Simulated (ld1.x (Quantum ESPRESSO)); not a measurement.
# Pseudopotential generation for fluorine: RRKJ, PBEsol

Do these settings give a usable potential? It is generated, then checked for transferability, scattering, ghosts and hardness.

Method: ld1.x (Quantum ESPRESSO) 7.5, PBEsol, scalar-relativistic.

## (1) Settings

Typed settings, in words:

```json
{
 "element": "fluorine (F, Z = 9)",
 "type": "norm-conserving RRKJ (Kleinman–Bylander form)",
 "frozen core": "[He]",
 "valence charge": "7",
 "reference configuration": "2s1.5 2p5.5",
 "partial waves": "2s (bound): rc 0.75 bohr; 2p (bound): rc 0.80 bohr; 3d channel at -0.15 Ry: rc 0.75 bohr",
 "local potential": "the d channel",
 "core correction": "Bessel-smoothed model core inside 0.70 bohr"
}
```

The nodes and maxima of the atom's own shells, from an earlier all-electron run, set the scale for the radii.

All-electron outer shells of the reference configuration (PBEsol, scalar-relativistic, ld1.x):

| shell | level (eV) | outermost node (bohr) | outermost maximum (bohr) |
| --- | --- | --- | --- |
| 1s | -661.47 | – | 0.11 |
| 2s | -29.97 | 0.24 | 0.76 |
| 2p | -11.27 | – | 0.71 |

## (2) Generation

Input file F.in:

```
 &input
   title='F', zed=9., rel=1, dft='PBESOL', iswitch=3,
   config='[He] 2s1.5 2p5.5 3d-2',
   nld=3, rlderiv=0.90, eminld=-4.0, emaxld=5.0, deld=0.02
 /
 &inputp
   pseudotype=2, tm=.false., lloc=2,
   nlcc=.true., new_core_ps=.true., rcore=0.70,
   file_pseudopw='F.UPF', file_wfcaegen='ae.wfc', file_wfcncgen='nc.wfc', file_beta='beta', file_chi='chi'
 /
3
2S  1  0   1.50   0.00  0.75  0.75  0.0
2P  2  1   5.50   0.00  0.80  0.80  0.0
3D  3  2  -2.00  -0.15  0.75  0.75  0.0
 &test
   configts(1)='2s1.5 2p5.5'
 /
```

Run with:

```console
ld1.x < F.in > F.out
```

What the program wrote to F.out (without the banner and most projector matrices):

```text
     Program LD1 v.7.5
     --------------------------- All-electron run ----------------------------

     F
     scalar relativistic calculation

     atomic number is  9.00
     dft =PBESOL   lsd =0 sic =0 latt =0  beta=0.20 tr2=1.0E-14
     Exchange-correlation= PBESOL
                           (   1   4  10   8   0   0   0)
     mesh =1105 r(mesh) =  99.76081 a.u. xmin = -7.00 dx = 0.01250
     1 Ry =  13.60569312 eV, c = 137.03599908

     n l     nl                  e(Ry)          e(Ha)          e(eV)
     1 0     1S 1( 2.00)       -48.6168       -24.3084      -661.4658
     2 0     2S 1( 1.50)        -2.2025        -1.1012       -29.9663
     2 1     2P 1( 5.50)        -0.8284        -0.4142       -11.2703

     final scf error:  5.1E-15 reached in  22 iterations

     Etot =    -198.209650 Ry,     -99.104825 Ha,   -2696.779667 eV

     Ekin =     197.963415 Ry,      98.981708 Ha,    2693.429480 eV
     Encl =    -475.484838 Ry,    -237.742419 Ha,   -6469.300787 eV
     Eh   =      99.044135 Ry,      49.522068 Ha,    1347.564108 eV
     Exc  =     -19.732362 Ry,      -9.866181 Ha,    -268.472468 eV

     normalization and overlap integrals

     s(1S/1S) =  1.000000  <r> =   0.1766  <r2> =    0.0421  r(max) =   0.1139
     s(2S/2S) =  1.000000  <r> =   1.0054  <r2> =    1.2324  r(max) =   0.7617
     s(2P/2P) =  1.000000  <r> =   1.1023  <r2> =    1.6257  r(max) =   0.7066

     ------------------------ End of All-electron run ------------------------

     --------------------- Generating NC pseudopotential ---------------------

      Generating local pot.: lloc=2, matching radius rcloc =   0.7500

      Computing core charge for nlcc:

       r > 0.71 : true rho core
      Core charge pseudized with two Bessel functions
      Integrated core pseudo-charge :   0.10

      Wfc   2S  rcut= 0.743  Estimated cut-off energy=      223.00 Ry
      This function has    0 nodes for 0 < r <    0.743

      Wfc   2P  rcut= 0.801  Estimated cut-off energy=      271.85 Ry
      This function has    0 nodes for 0 < r <    0.801

     ------------------- End of pseudopotential generation -------------------

     [... the all-electron block is printed once more ...]


     Computing logarithmic derivative in   0.90172
     Computing logarithmic derivative in   0.90172
     Computing the partial wave expansion
     R is outside the sphere for l=    0 j= 0.00
     R is outside the sphere for l=    1 j= 0.00
       no projector for channel:   2

     ---------------------- Testing the pseudopotential ----------------------

     F
     scalar relativistic calculation

     atomic number is  9.00   valence charge is  7.00
     dft =PBESOL   lsd =0 sic =0 latt =0  beta=0.20 tr2=1.0E-14
     mesh =1105 r(mesh) =  99.76081 xmin = -7.00 dx = 0.01250

     n l     nl             e AE (Ry)        e PS (Ry)    De AE-PS (Ry)
     1 0     2S   1( 1.50)       -2.20248       -2.20254        0.00005
     2 1     2P   1( 5.50)       -0.82835       -0.82838        0.00002

     eps = 7.9E-15  iter =  4

     Etot =    -198.209650 Ry,     -99.104825 Ha,   -2696.779667 eV
     Etotps =   -47.528579 Ry,     -23.764290 Ha,    -646.659267 eV

     Ekin =      38.806185 Ry,      19.403092 Ha,     527.985039 eV
     Encl =    -119.666026 Ry,     -59.833013 Ha,   -1628.139229 eV
     Ehrt =      42.188450 Ry,      21.094225 Ha,     574.003097 eV
     Ecxc =      -9.032275 Ry,      -4.516137 Ha,    -122.890357 eV
     (Ecc =      -0.095770 Ry,      -0.047885 Ha,      -1.303021 eV)
     Epseu=       0.175087 Ry,       0.087544 Ha,       2.382181 eV

     ---------------------- End of pseudopotential test ----------------------
```

Wall time 0.86 s (1 thread of Neoverse-V1, shared host). This counts the later configuration tests of the new file too.

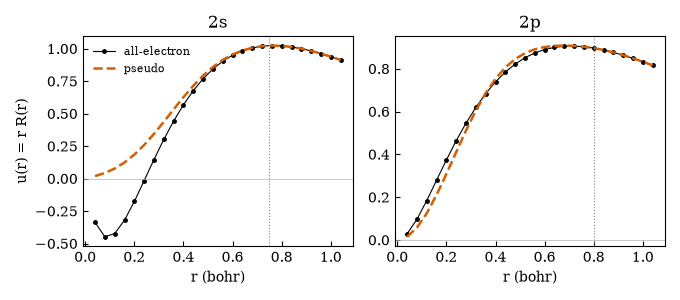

Bound waves of the atom and their pseudo partners (2s, 2p), with the matching radii dotted. The curves join 26 sampled radii.

## (3) Transferability test

Input file F.test.in:

```
 &input
   title='F', zed=9., rel=1, dft='PBESOL', iswitch=2,
   config='[He] 2s1.5 2p5.5 3d-2'
 /
 &test
   file_pseudo='F.UPF', nconf=8,
   configts(1)='2s1.5 2p5.5',
   configts(2)='2s2 2p5',
   configts(3)='2s2 2p4',
   configts(4)='2s2 2p3',
   configts(5)='2s1 2p5',
   configts(6)='2s2 2p5.3',
   configts(7)='2s2 2p4.5',
   configts(8)='2s2 2p1'
 /
```

Run with:

```console
ld1.x < F.test.in > F.test.out
```

F.test.out, the pseudopotential blocks:

```text
     ---------------------- Testing the pseudopotential ----------------------

     F
     scalar relativistic calculation

     atomic number is  9.00   valence charge is  7.00
     dft =PBESOL   lsd =0 sic =0 latt =0  beta=0.20 tr2=1.0E-14
     mesh =1105 r(mesh) =  99.76081 xmin = -7.00 dx = 0.01250

     n l     nl             e AE (Ry)        e PS (Ry)    De AE-PS (Ry)
     1 0     2S   1( 1.50)       -2.20248       -2.20254        0.00005
     2 1     2P   1( 5.50)       -0.82835       -0.82838        0.00002

     eps = 1.0E-15  iter = 16

     Etot =    -198.209650 Ry,     -99.104825 Ha,   -2696.779667 eV
     Etotps =   -47.528579 Ry,     -23.764289 Ha,    -646.659257 eV

     Ekin =      38.806186 Ry,      19.403093 Ha,     527.985053 eV
     Encl =    -119.666026 Ry,     -59.833013 Ha,   -1628.139233 eV
     Ehrt =      42.188450 Ry,      21.094225 Ha,     574.003098 eV
     Ecxc =      -9.032275 Ry,      -4.516137 Ha,    -122.890357 eV
     (Ecc =      -0.095770 Ry,      -0.047885 Ha,      -1.303021 eV)
     Epseu=       0.175087 Ry,       0.087544 Ha,       2.382181 eV

     ---------------------- End of pseudopotential test ----------------------

     ---------------------- Testing the pseudopotential ----------------------

     F
     [...]
     n l     nl             e AE (Ry)        e PS (Ry)    De AE-PS (Ry)
     1 0     2S   1( 2.00)       -2.18441       -2.18472        0.00031
     2 1     2P   1( 5.00)       -0.81228       -0.81225       -0.00003

     eps = 9.2E-15  iter = 18

     Etot =    -198.896219 Ry,     -99.448109 Ha,   -2706.120914 eV
     Etotps =   -48.215238 Ry,     -24.107619 Ha,    -656.001736 eV
     dEtot_ae =      -0.686569 Ry
     dEtot_ps =      -0.686660 Ry,   Delta E=       0.000091 Ry

     [...]
     ---------------------- End of pseudopotential test ----------------------

     ---------------------- Testing the pseudopotential ----------------------

     F
     [...]
     n l     nl             e AE (Ry)        e PS (Ry)    De AE-PS (Ry)
     1 0     2S   1( 2.00)       -3.46782       -3.46814        0.00032
     2 1     2P   1( 4.00)       -2.07413       -2.07391       -0.00022

     eps = 2.6E-15  iter = 18

     Etot =    -197.476466 Ry,     -98.738233 Ha,   -2686.804198 eV
     Etotps =   -46.795478 Ry,     -23.397739 Ha,    -636.684915 eV
     dEtot_ae =       0.733183 Ry
     dEtot_ps =       0.733101 Ry,   Delta E=       0.000083 Ry

     [...]
     ---------------------- End of pseudopotential test ----------------------

     ---------------------- Testing the pseudopotential ----------------------

     F
     [...]
     n l     nl             e AE (Ry)        e PS (Ry)    De AE-PS (Ry)
     1 0     2S   1( 2.00)       -4.97983       -4.97927       -0.00056
     2 1     2P   1( 3.00)       -3.59242       -3.59068       -0.00174

     eps = 5.9E-15  iter = 16

     Etot =    -194.663071 Ry,     -97.331535 Ha,   -2648.526005 eV
     Etotps =   -43.982745 Ry,     -21.991373 Ha,    -598.415734 eV
     dEtot_ae =       3.546579 Ry
     dEtot_ps =       3.545834 Ry,   Delta E=       0.000745 Ry

     [...]
     ---------------------- End of pseudopotential test ----------------------

     ---------------------- Testing the pseudopotential ----------------------

     F
     [...]
     n l     nl             e AE (Ry)        e PS (Ry)    De AE-PS (Ry)
     1 0     2S   1( 1.00)       -3.48092       -3.48076       -0.00016
     2 1     2P   1( 5.00)       -2.08348       -2.08352        0.00004

     eps = 7.5E-15  iter = 16

     Etot =    -196.080875 Ry,     -98.040438 Ha,   -2667.816217 eV
     Etotps =   -45.399731 Ry,     -22.699866 Ha,    -617.694809 eV
     dEtot_ae =       2.128774 Ry
     dEtot_ps =       2.128848 Ry,   Delta E=      -0.000073 Ry

     [...]
     ---------------------- End of pseudopotential test ----------------------

     ---------------------- Testing the pseudopotential ----------------------

     F
     [...]
     n l     nl             e AE (Ry)        e PS (Ry)    De AE-PS (Ry)
     1 0     2S   1( 2.00)       -1.85443       -1.85470        0.00027
     2 1     2P   1( 5.30)       -0.49277       -0.49273       -0.00004

     eps = 9.3E-15  iter = 15

     Etot =    -199.091187 Ry,     -99.545594 Ha,   -2708.773594 eV
     Etotps =   -48.410215 Ry,     -24.205108 Ha,    -658.654531 eV
     dEtot_ae =      -0.881537 Ry
     dEtot_ps =      -0.881636 Ry,   Delta E=       0.000099 Ry

     [...]
     ---------------------- End of pseudopotential test ----------------------

     ---------------------- Testing the pseudopotential ----------------------

     F
     [...]
     n l     nl             e AE (Ry)        e PS (Ry)    De AE-PS (Ry)
     1 0     2S   1( 2.00)       -2.79410       -2.79446        0.00036
     2 1     2P   1( 4.50)       -1.40819       -1.40813       -0.00005

     eps = 7.4E-15  iter = 18

     Etot =    -198.344238 Ry,     -99.172119 Ha,   -2698.610838 eV
     Etotps =   -47.663240 Ry,     -23.831620 Ha,    -648.491411 eV
     dEtot_ae =      -0.134589 Ry
     dEtot_ps =      -0.134661 Ry,   Delta E=       0.000072 Ry

     [...]
     ---------------------- End of pseudopotential test ----------------------

     ---------------------- Testing the pseudopotential ----------------------

     F
     [...]
     n l     nl             e AE (Ry)        e PS (Ry)    De AE-PS (Ry)
     1 0     2S   1( 2.00)       -8.55411       -8.54128       -0.01283  !
     2 1     2P   1( 1.00)       -7.27887       -7.25674       -0.02213  !

     eps = 2.5E-15  iter = 13

     Etot =    -183.926283 Ry,     -91.963141 Ha,   -2502.444558 eV
     Etotps =   -33.263123 Ry,     -16.631561 Ha,    -452.567840 eV
     dEtot_ae =      14.283367 Ry
     dEtot_ps =      14.265456 Ry,   Delta E=       0.017911 Ry

     [...]
     ---------------------- End of pseudopotential test ----------------------
```

The tests as a table, with energies relative to 2s1.5 2p5.5.

```tsv
valence configuration	charge	ΔE all-electron (eV)	error AE − PS (meV)
2s2 2p5	0	-9.341	+1.2
2s2 2p4	+1	9.975	+1.1
2s2 2p3	+2	48.254	+10
2s1 2p5	+1	28.963	-1.0
2s2 2p5.3	-0.3	-11.994	+1.3
2s2 2p4.5	+0.5	-1.831	+1.0
2s2 2p1	+4	194.335	+244
```

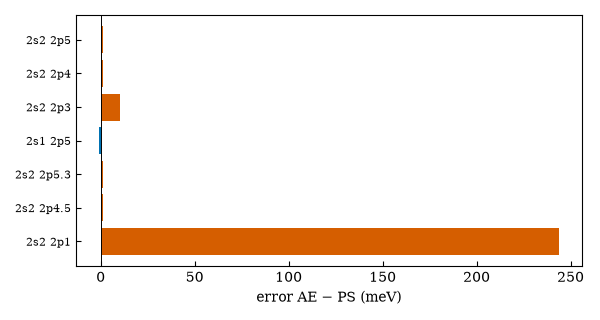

Error of the potential in each test configuration.

## (4) Scattering by logarithmic derivatives

Taken from the files of the generation run. The phase is arctan(r·u′/u) with u = r·R, unwrapped, with energies in Ry. A pole is an energy at which the radial function vanishes at the test radius. The pseudo phase is shifted by a multiple of π to meet the all-electron one at the reference energy. Levels narrower than the energy grid can be missing from the poles. The last column is the largest difference on the grid between −1 and +1 Ry.

| channel | radius (bohr) | reference (Ry) | poles AE | poles PS | window around the reference with phases within 0.05 rad (Ry) | largest difference near zero (rad) |
| --- | --- | --- | --- | --- | --- | --- |
| s | 0.90 | -2.20 | none | none | the whole range | 0.002 |
| p | 0.90 | -0.83 | none | none | the whole range | 0.001 |
| d | 0.90 | -0.15 | none | none | the whole range | 0.000 |

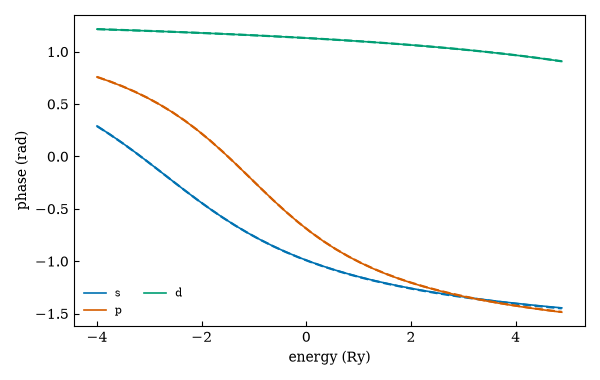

Phases by channel: all-electron solid, pseudo dashed.

## (5) Cutoff and ghost test in a Bessel basis

A separate test, outside the generator: the pseudo-atom's Hamiltonian at the reference potential is diagonalised in spherical Bessel functions j_l(qr) that vanish at 20 bohr, with q² up to the cutoff.

All-electron valence levels (Ry): 2s -2.2025, 2p -0.8284. The lowest levels of each channel (Ry) by cutoff; the last column sums, over occupied levels, occupation times the distance from the level at 400 Ry. A positive value at high cutoff is not a bound level.

| cutoff (Ry) | s #1 | p #1 | d #1 | f #1 | Σ f·Δε (mRy) |
| --- | --- | --- | --- | --- | --- |
| 8 | -1.7792 | -0.0080 | 0.0807 | 0.1213 | 5148.2 |
| 15 | -1.8253 | -0.1154 | 0.0807 | 0.1213 | 4488.0 |
| 25 | -1.8510 | -0.2714 | 0.0807 | 0.1213 | 3591.9 |
| 35 | -1.9222 | -0.4121 | 0.0807 | 0.1213 | 2710.8 |
| 50 | -2.0335 | -0.5613 | 0.0807 | 0.1213 | 1723.5 |
| 70 | -2.1188 | -0.6934 | 0.0807 | 0.1213 | 869.2 |
| 100 | -2.1762 | -0.7936 | 0.0807 | 0.1213 | 231.7 |
| 120 | -2.1915 | -0.8158 | 0.0807 | 0.1213 | 86.6 |
| 160 | -2.2013 | -0.8276 | 0.0807 | 0.1213 | 7.1 |
| 180 | -2.2023 | -0.8283 | 0.0807 | 0.1213 | 1.9 |
| 200 | -2.2026 | -0.8285 | 0.0807 | 0.1213 | 0.4 |
| 260 | -2.2026 | -0.8285 | 0.0807 | 0.1213 | 0.1 |
| 400 | -2.2027 | -0.8285 | 0.0807 | 0.1213 | 0.0 |

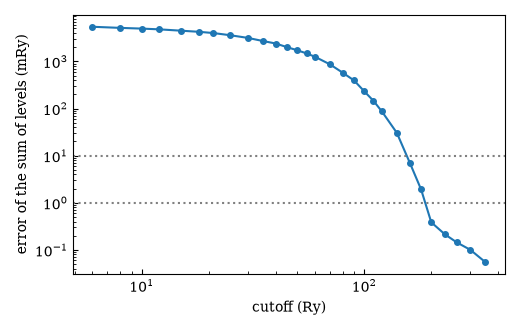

Occupation-weighted error of the valence levels against the cutoff; the dotted lines mark 10 and 1 mRy.

The sum stays within 10 mRy from 160 Ry and within 1 mRy from 200 Ry. The sum leaves out empty levels, which can need more. Ghost test: no level below the all-electron spectrum of its channel (s, p, d, f tested).

## (6) What came out

```
                                                quantity                  value
               cutoffs for 10 and 1 mRy, occupied levels      160 Ry and 200 Ry
                                            bound ghosts             none found
                            largest test error (AE − PS)  +244 meV, for 2s2 2p1
largest phase difference near zero energy, channels read              0.002 rad
```

**Reading.** By total energies transferability is fair for so large an energy: the largest error is 244 meV on 194.3 eV, for 2s2 2p1. That test lies far up in energy; among those under 40 eV, nearer to bonding, the largest error is 1.3 meV. It counts as very hard, with 160 Ry needed at the looser tolerance. No bound ghost shows below the valence levels. Near zero energy the phases of the channels with partial waves agree within 0.002 rad. These are tests on the free atom; a crystal test is still owed.
